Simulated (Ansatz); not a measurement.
**Nudged elastic band, with input and output: AlN₂H₇S (part 2 of 2)**

AlN₂H₇S; RKS PBE-D4/def2-SVP (Ansatz 0.2.0). It belongs to a series of runs on one base structure; here: band between the two ends.

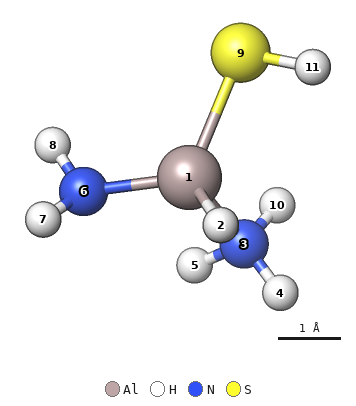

Fig. 1: The input geometry (ball-and-stick view, seen at a tilt; atoms are numbered from 1 in the order of the input). Sticks mark near contacts.

The last band as extended XYZ, continued:
```
11
Properties=species:S:1:pos:R:3:forces:R:3 image=7 energy=-20508.73018
Al    0.0209    0.8423   -0.2677    0.0034   0.0285  -0.0061
H    -0.2276   -0.7787    1.7172   -0.0022   0.0234   0.0062
N     1.6009    0.1755   -0.7493    0.0016  -0.0146  -0.0102
H     1.6827   -0.6474   -1.3507   -0.0011  -0.0018   0.0040
H     2.5277    0.5345   -0.5153   -0.0067   0.0121   0.0008
N    -1.5004    0.0888   -0.8671   -0.0148  -0.0164   0.0171
H    -2.1108   -0.4538   -0.2509   -0.0027   0.0011   0.0014
H    -2.0880    0.5654   -1.5567    0.0191   0.0018  -0.0077
S    -0.0200    2.7378    0.8812   -0.0008  -0.0047  -0.0001
H     1.3358    2.8761    0.9278    0.0016  -0.0084   0.0049
H    -0.3930   -0.0695    1.9809    0.0026  -0.0210  -0.0104
11
Properties=species:S:1:pos:R:3:forces:R:3 image=8 energy=-20508.81879
Al    0.0047    0.8549   -0.3326   -0.0137  -0.0062  -0.0034
H    -0.2542   -0.7118    2.0846    0.0002   0.0036   0.0191
N     1.5571    0.0870   -0.7566    0.0069   0.0034   0.0110
H     1.6742   -0.6269   -1.4779   -0.0076   0.0028  -0.0073
H     2.4589    0.2958   -0.3251   -0.0014  -0.0140   0.0087
N    -1.5608    0.2109   -0.8926    0.0065   0.0174   0.0015
H    -1.7925   -0.7742   -1.0257    0.0154  -0.0135  -0.0497
H    -2.3966    0.7847   -1.0154   -0.0206   0.0018   0.0249
S    -0.0150    2.7402    0.8279    0.0074  -0.0084  -0.0058
H     1.3081    2.9779    0.6034   -0.0009   0.0128  -0.0098
H    -0.1556    0.0327    2.2594    0.0078   0.0003   0.0109
11
Properties=species:S:1:pos:R:3:forces:R:3 image=9 energy=-20508.83816
Al   -0.0729    0.8138   -0.4819    0.0047  -0.0003  -0.0105
H     0.1519   -0.4619    2.9047    0.0072  -0.0008   0.0050
N     1.4818    0.0381   -0.8818   -0.0125   0.0060   0.0095
H     1.6129   -0.6828   -1.5937    0.0047   0.0018  -0.0022
H     2.3611    0.2033   -0.3897    0.0043  -0.0100   0.0034
N    -1.6241    0.2379   -1.1406   -0.0132   0.0118   0.0036
H    -1.7879   -0.6547   -1.6087    0.0082  -0.0058   0.0083
H    -2.4995    0.7601   -1.0725    0.0008   0.0009  -0.0106
S    -0.1283    2.5936    0.8352   -0.0021   0.0001   0.0049
H     1.2208    2.7717    0.7637   -0.0011   0.0041  -0.0071
H     0.1125    0.2521    2.6147   -0.0012  -0.0080  -0.0044
11
Properties=species:S:1:pos:R:3:forces:R:3 image=10 energy=-20508.84461
Al    0.0285    0.8370   -0.5316    0.0048   0.0020   0.0003
H    -0.2282   -0.3069    2.8065    0.0002  -0.0017   0.0006
N     1.5613    0.0617   -1.0114   -0.0098  -0.0039   0.0016
H     1.6547   -0.8987   -1.3476   -0.0001   0.0010  -0.0014
H     2.4729    0.5218   -1.0164    0.0005   0.0028  -0.0008
N    -1.5602    0.1707   -0.9806    0.0086  -0.0018  -0.0026
H    -1.7339   -0.5276   -1.7052   -0.0039   0.0003   0.0018
H    -2.4403    0.4467   -0.5416   -0.0009  -0.0023  -0.0008
S     0.0463    2.7148    0.6413   -0.0106   0.0030  -0.0055
H     1.2838    2.4571    1.1496    0.0133  -0.0007   0.0068
H    -0.2566    0.3943    2.4865   -0.0020   0.0013   0.0003
```

This output came from the following input.

Input file:
```yaml
crystal:
  periodic: [false, false, false]
  atoms:
    - { symbol: Al, position_ang: [-0.382156, 0.248561, 0.462826] }
    - { symbol: H, position_ang: [-0.190538, -1.106618, 1.308026] }
    - { symbol: "N", position_ang: [1.49529, 0.490258, -0.40441] }
    - { symbol: H, position_ang: [2.22004, -0.209622, -0.193234] }
    - { symbol: H, position_ang: [1.285252, 0.454141, -1.414914] }
    - { symbol: "N", position_ang: [-1.347744, 0.185695, -1.087841] }
    - { symbol: H, position_ang: [-1.904316, -0.650929, -1.293097] }
    - { symbol: H, position_ang: [-1.895736, 0.996676, -1.39403] }
    - { symbol: S, position_ang: [-0.521247, 2.233188, 1.539896] }
    - { symbol: H, position_ang: [1.864207, 1.426961, -0.182819] }
    - { symbol: H, position_ang: [0.205246, 1.802791, 2.608997] }
basis:
  gaussian: { orbitals: def2-SVP }
hamiltonian:
  xc: pbe
  dispersion: d4
neb:
  order_check: false
  images: 9
  f_tol: 0.05
  max_iterations: 60
  final_atoms:
    - { symbol: Al, position_ang: [0.02854616, 0.8370443, -0.53158446] }
    - { symbol: H, position_ang: [-0.22820742, -0.30688039, 2.80652243] }
    - { symbol: "N", position_ang: [1.56127015, 0.06170128, -1.01136971] }
    - { symbol: H, position_ang: [1.65466518, -0.89866208, -1.34755591] }
    - { symbol: H, position_ang: [2.4729253, 0.52183657, -1.01641072] }
    - { symbol: "N", position_ang: [-1.56023672, 0.17072294, -0.98063081] }
    - { symbol: H, position_ang: [-1.73387765, -0.52761755, -1.70520572] }
    - { symbol: H, position_ang: [-2.44031464, 0.44672399, -0.54164517] }
    - { symbol: S, position_ang: [0.04630182, 2.71477579, 0.64125971] }
    - { symbol: H, position_ang: [1.28383133, 2.4571314, 1.14956207] }
    - { symbol: H, position_ang: [-0.2566055, 0.39432575, 2.48645829] }
  initial_path:
    images:
      - { positions_ang: [[-0.382156, 0.248561, 0.462826], [-0.190538, -1.106618, 1.308026], [1.49529, 0.490258, -0.40441], [2.22004, -0.209622, -0.193234], [1.285252, 0.454141, -1.414914], [-1.347744, 0.185695, -1.087841], [-1.904316, -0.650929, -1.293097], [-1.895736, 0.996676, -1.39403], [-0.521247, 2.233188, 1.539896], [1.864207, 1.426961, -0.182819], [0.205246, 1.802791, 2.608997]] }
      - { positions_ang: [[-0.30813455, 0.19921364, 0.3688829], [-0.15403522, -0.89000938, 1.42700828], [1.52587178, 0.38760948, -0.51768904], [2.19470739, -0.35725062, -0.40176019], [1.45213499, 0.54093245, -1.37951267], [-1.41346364, 0.15898901, -1.06283275], [-1.99611994, -0.67077303, -1.20916024], [-1.89823448, 0.97379536, -1.43120967], [-0.38515051, 2.26942313, 1.39833829], [1.63442343, 1.62636153, 0.27714078], [0.17629875, 1.63281042, 2.48019431]] }
      - { positions_ang: [[-0.23411311, 0.14986628, 0.2749398], [-0.11753243, -0.67340075, 1.54599055], [1.55645356, 0.28496097, -0.63096808], [2.16937479, -0.50487924, -0.61028639], [1.61901797, 0.6277239, -1.34411133], [-1.47918328, 0.13228303, -1.03782451], [-2.08792388, -0.69061706, -1.12522348], [-1.90073296, 0.95091472, -1.46838934], [-0.24905402, 2.30565827, 1.25678059], [1.40463986, 1.82576206, 0.73710056], [0.1473515, 1.46282984, 2.35139162]] }
      - { positions_ang: [[-0.16009166, 0.10051892, 0.1809967], [-0.08102965, -0.45679213, 1.66497283], [1.58703534, 0.18231245, -0.74424711], [2.14404218, -0.65250786, -0.81881258], [1.78590096, 0.71451536, -1.30871], [-1.54490292, 0.10557704, -1.01281626], [-2.17972782, -0.71046109, -1.04128672], [-1.90323144, 0.92803408, -1.50556901], [-0.11295753, 2.3418934, 1.11522288], [1.17485629, 2.02516259, 1.19706034], [0.11840426, 1.29284926, 2.22258893]] }
      - { positions_ang: [[-0.08607022, 0.05117156, 0.0870536], [-0.04452687, -0.24018351, 1.7839551], [1.61761712, 0.07966393, -0.85752615], [2.11870958, -0.80013649, -1.02733878], [1.95278395, 0.80130681, -1.27330866], [-1.61062257, 0.07887105, -0.98780801], [-2.27153176, -0.73030512, -0.95734995], [-1.90572993, 0.90515343, -1.54274868], [0.02313895, 2.37812853, 0.97366517], [0.94507272, 2.22456312, 1.65702011], [0.08945701, 1.12286868, 2.09378624]] }
      - { positions_ang: [[-0.01204877, 0.0018242, -0.0068895], [-0.00802408, -0.02357489, 1.90293738], [1.6481989, -0.02298459, -0.97080519], [2.09337697, -0.94776511, -1.23586497], [2.11966694, 0.88809826, -1.23790733], [-1.67634221, 0.05216507, -0.96279977], [-2.3633357, -0.75014915, -0.87341319], [-1.90822841, 0.88227279, -1.57992835], [0.15923544, 2.41436366, 0.83210747], [0.71528915, 2.42396364, 2.11697989], [0.06050976, 0.9528881, 1.96498355]] }
      - { positions_ang: [[-0.00392978, 0.16886822, -0.11182849], [-0.05206075, -0.08023599, 2.08365439], [1.63081315, -0.00604741, -0.97891809], [2.00563461, -0.9379445, -1.25820316], [2.19031861, 0.81484592, -1.193608], [-1.65312111, 0.07587664, -0.96636598], [-2.23744409, -0.70564283, -1.0397717], [-2.01464565, 0.79516303, -1.37227171], [0.13664872, 2.47444609, 0.79393792], [0.82899759, 2.4305972, 1.92349633], [-0.00291329, 0.84117563, 2.0692785]] }
      - { positions_ang: [[0.0041892, 0.33591224, -0.21676748], [-0.09609742, -0.13689709, 2.2643714], [1.6134274, 0.01088976, -0.987031], [1.91789225, -0.9281239, -1.28054135], [2.26097028, 0.74159358, -1.14930868], [-1.62990001, 0.09958822, -0.96993218], [-2.11155248, -0.66113651, -1.2061302], [-2.1210629, 0.70805327, -1.16461508], [0.11406199, 2.53452852, 0.75576836], [0.94270602, 2.43723075, 1.73001276], [-0.06633634, 0.72946316, 2.17357345]] }
      - { positions_ang: [[0.01230819, 0.50295626, -0.32170648], [-0.14013408, -0.19355819, 2.44508841], [1.59604165, 0.02782694, -0.9951439], [1.8301499, -0.91830329, -1.30287954], [2.33162196, 0.66834125, -1.10500936], [-1.60667892, 0.12329979, -0.97349839], [-1.98566087, -0.61663019, -1.37248871], [-2.22748015, 0.62094351, -0.95695844], [0.09147527, 2.59461094, 0.71759881], [1.05641446, 2.4438643, 1.5365292], [-0.1297594, 0.61775069, 2.27786839]] }
      - { positions_ang: [[0.02042718, 0.67000028, -0.42664547], [-0.18417075, -0.25021929, 2.62580542], [1.5786559, 0.04476411, -1.00325681], [1.74240754, -0.90848269, -1.32521772], [2.40227363, 0.59508891, -1.06071004], [-1.58345782, 0.14701137, -0.9770646], [-1.85976926, -0.57212387, -1.53884722], [-2.33389739, 0.53383375, -0.74930181], [0.06888854, 2.65469337, 0.67942926], [1.17012289, 2.45049785, 1.34304563], [-0.19318245, 0.50603822, 2.38216334]] }
      - { positions_ang: [[0.02854616, 0.8370443, -0.53158446], [-0.22820742, -0.30688039, 2.80652243], [1.56127015, 0.06170128, -1.01136971], [1.65466518, -0.89866208, -1.34755591], [2.4729253, 0.52183657, -1.01641072], [-1.56023672, 0.17072294, -0.98063081], [-1.73387765, -0.52761755, -1.70520572], [-2.44031464, 0.44672399, -0.54164517], [0.04630182, 2.71477579, 0.64125971], [1.28383133, 2.4571314, 1.14956207], [-0.2566055, 0.39432575, 2.48645829]] }
```

Run as:
```bash
ansatz run input.yaml --threads 2 --pin off --max-ram 3072MiB --backend cpu --events-out ev --progress --plain --runs-dir out
```

Summary:

| quantity | value |
| --- | --- |
| outcome | converged |
| barrier, forward | 1.572 eV |
| barrier, backward | 0.965 eV |
| hardware | 2 threads of Arm Neoverse V1, 24 GiB of memory available, shared host |
| wall time | 6 min (CPU time 12 min) |
| peak memory | 0.14 GiB |

Remarks:

The order of the saddle point was not checked.
